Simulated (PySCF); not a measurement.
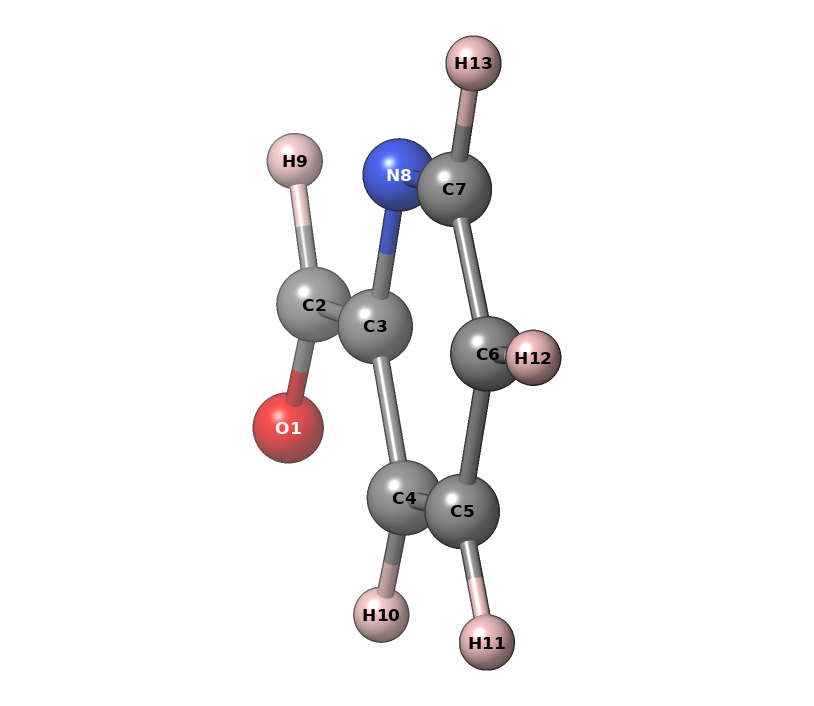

C2 lies behind C3. The molecule seen a little off the C3–C2 bond, C3 in front. Atoms fade into the background with distance from the viewer. Computed geometry: PBE0-D3(BJ)/def2-SVP optimisation. No frequency run is at hand to confirm it as a minimum.

> What is the torsion angle N8–C3–C2–O1? The sign is positive where the front bond must turn clockwise to cover the back bond.

179°, antiperiplanar (anti).
